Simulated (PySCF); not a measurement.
Te(H)(I), SMILES I[TeH] (HITe) at its CAM-B3LYP/def2-SVP optimised geometry (Å):

```
3

Te    -0.7481    -1.3567     0.0000
H      0.9155    -1.3567     0.0000
I     -0.9155     1.3567     0.0000
```

Level of theory: CAM-B3LYP/def2-TZVP, def2 effective core potentials past Kr (PySCF). The core electrons that the potentials of I, Te replace are not part of the density.

Map of the electron localisation function on the plane z = 0.8 Å:

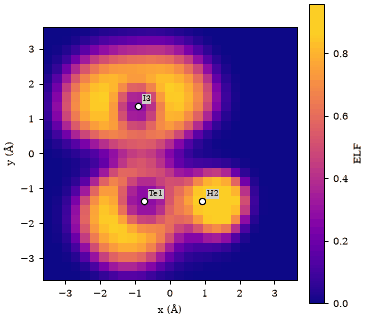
Fig. 1. Electron localisation function on the plane z = 0.8 Å.
